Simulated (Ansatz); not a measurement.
# AlNi (Pm-3m): thermal expansion from first principles, part 4 of 4

How much does AlNi expand with temperature?

Experimental results on record:
- heat capacity C_P per formula unit 45.9 J/mol/K near room temperature (given in “High-Throughput Prediction of Finite-Temperature Properties using the Quasi-Harmonic Approximation”, 2016, arXiv:1603.06924)

Ansatz 0.2.0; DFT PBEsol, scalar-relativistic, plane waves, PAW (the session's first sound run).

So far, principal linear expansion coefficients at 298 K (× 1e-6/K): step 5 (the quasi-harmonic study, functional PBEsol) 12.8.

The database entry behind the starting cell differs from later determinations by our own check (about 0.2 % short), so it need not match the best structure at ambient conditions.

## (7) Phonons on strained cells (continued)

Level of this step: DFT PBE+D3(BJ), scalar-relativistic, plane waves, PAW (Ansatz).

Quasi-harmonic; a, b, c are the run's own cell vectors. Expansion, by row:

```
T (K)  a (Å)  b (Å)  c (Å)  alpha (deg)  beta (deg)  gamma (deg)  cell volume (Å³/cell)  alpha_a (1e-6/K)  alpha_b (1e-6/K)  alpha_c (1e-6/K)  alpha_V (1e-6/K)  C_P (J/mol-atom/K)  C_V (J/mol-atom/K)  S (J/mol-atom/K)  B_T (GPa)  B_S (GPa)  Grueneisen  extrapolation  fit error (1e-6/K)
    0  2.863  2.863  2.863           90          90           90                  23.47                 0                 0                 0                 0                   0                   0                 0      170.7      170.7           -              0                   0
   50  2.863  2.863  2.863           90          90           90                  23.48              1.97              1.97              1.97              5.91               3.663               3.661             1.325      170.6      170.7       1.945              0                   0
  100  2.864  2.864  2.864           90          90           90                  23.49              6.11              6.11              6.11             18.34                11.4               11.37             6.326      169.7      170.3       1.937              0                   0
  150  2.865  2.865  2.865           90          90           90                  23.52               8.9               8.9               8.9             26.69               16.72                16.6             12.05      168.4      169.7       1.917              0                   0
  200  2.866  2.866  2.866           90          90           90                  23.55             10.55             10.55             10.55             31.66               19.86               19.63             17.33      166.9      168.9        1.91              0                   0
  250  2.868  2.868  2.868           90          90           90                  23.59             11.59             11.59             11.59             34.77               21.76               21.41             21.98      165.3      168.1       1.907              0                0.01
298.1   2.87   2.87   2.87           90          90           90                  23.63             12.27             12.27             12.27             36.81               22.95               22.48             25.92      163.7      167.2       1.908              0                0.01
  300   2.87   2.87   2.87           90          90           90                  23.63             12.29             12.29             12.29             36.88               22.99               22.51             26.06      163.7      167.1       1.908              0                0.01
  350  2.872  2.872  2.872           90          90           90                  23.68             12.81             12.81             12.81             38.44               23.84               23.24             29.67        162      166.1        1.91              0                0.01
  400  2.873  2.873  2.873           90          90           90                  23.72             13.23             13.23             13.23             39.69               24.48               23.76              32.9      160.3      165.1       1.913              0                0.01
  450  2.875  2.875  2.875           90          90           90                  23.77             13.58             13.58             13.58             40.75               24.98               24.13             35.81      158.5      164.1       1.916              0                0.01
  500  2.877  2.877  2.877           90          90           90                  23.82              13.9              13.9              13.9              41.7                25.4               24.42             38.47      156.7        163        1.92              0                0.01
  550  2.879  2.879  2.879           90          90           90                  23.87             14.19             14.19             14.19             42.58               25.76               24.65             40.91      154.9      161.9       1.924              0                0.01
  600  2.881  2.881  2.881           90          90           90                  23.92             14.48             14.48             14.48             43.43               26.09               24.84             43.16      153.1      160.8       1.928              0                0.01
  650  2.884  2.884  2.884           90          90           90                  23.98             14.75             14.75             14.75             44.25                26.4               25.01             45.26      151.3      159.7       1.933              0                0.01
  700  2.886  2.886  2.886           90          90           90                  24.03             15.02             15.02             15.02             45.06               26.68               25.15             47.23      149.4      158.6       1.937              0                0.01
  750  2.888  2.888  2.888           90          90           90                  24.08              15.3              15.3              15.3             45.89               26.96               25.27             49.08      147.5      157.4       1.942              0                0.01
  800   2.89   2.89   2.89           90          90           90                  24.14             15.57             15.57             15.57             46.72               27.24               25.39             50.83      145.6      156.2       1.947              0                0.01
  850  2.892  2.892  2.892           90          90           90                   24.2             15.86             15.86             15.86             47.57               27.51                25.5             52.49      143.7        155       1.953              0                0.01
  900  2.895  2.895  2.895           90          90           90                  24.25             16.15             16.15             16.15             48.44               27.78                25.6             54.07      141.7      153.8       1.958              0                0.02
```

The expansion coefficient by temperature; values in 1e-6/K:

```csv
temperature (K),volume,principal 1
0,0,0
50,5.91,1.97
100,18.3,6.11
150,26.7,8.9
200,31.7,10.6
250,34.8,11.6
298,36.8,12.3
300,36.9,12.3
350,38.4,12.8
400,39.7,13.2
450,40.8,13.6
500,41.7,13.9
550,42.6,14.2
600,43.4,14.5
650,44.2,14.8
700,45.1,15.0
750,45.9,15.3
800,46.7,15.6
850,47.6,15.9
900,48.4,16.1
```

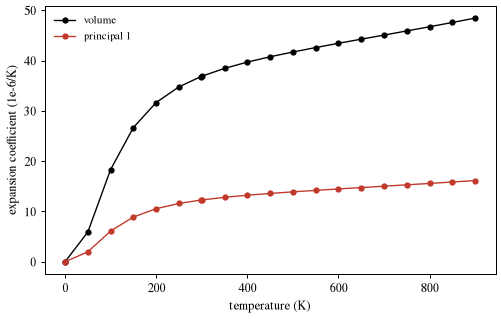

Expansion coefficient against temperature.

Changing the level of theory (PBEsol → PBE+D3(BJ)) takes the volume expansion at 298 K from 38.4 to 36.8 × 10⁻⁶/K and B_T from 163 to 164 GPa.

## (8) Results

```yaml
settings_of_these_figures: PBE+D3(BJ), 487.2 eV, k 16×16×16, q 4×4×4
volume_expansion_coefficient_at_298_k: 36.81 1e-6/K
c_p_at_298_k: 22.95 J/mol-atom/K
entropy_at_298_k: 25.92 J/mol-atom/K
isothermal_bulk_modulus_at_298_k: 163.7 GPa
grueneisen_parameter_at_298_k: 1.908
volume_at_298_k: 11.82 Å³/atom
principal_linear_expansion_coefficients_at_298_k: 12.27, 12.27, 12.27 1e-6/K
```

Near room temperature AlNi expands by 36.8 × 10⁻⁶/K in volume by PBE+D3(BJ), with C_P = 22.9 J/(mol K) per mole of atoms and B_T = 164 GPa. C_P at room temperature is 92 % of the classical 3R an atom, so the stiffest modes are still partly frozen out. In this metal the study includes the electrons' free energy, which adds a term that grows with temperature, so the heat capacities need not level off at 3R. The log notes that a few bands missed the eigensolver's threshold in the phonon runs. A measured heat capacity per formula unit near room temperature is 45.9 J/mol/K (arXiv:1603.06924); the calculated 45.9 J/mol/K agrees within half a per cent. The levels of theory differ by up to 1.6 × 10⁻⁶/K in the volume expansion at 298 K. The dispersion term is taken with its C6 weights frozen at the crystal at rest, in the force constants and, in the expansion study, in the energies too. The run has no spin polarisation although the cell holds an element with an open d or f shell; a magnetic state could change the volume and the force constants.

[Logs are printed without paths, hosts, clocks, repeated set-up lines and the standing remarks that a program may print on its own settings, such as how far it seeks lower states.]

[Hosts, paths, dates, database ids (printed as entryN), source tags and the programs' standing remarks are cut or masked in the printed files.]

[A step with changed settings may run another functional than the one named; its input shows which.]
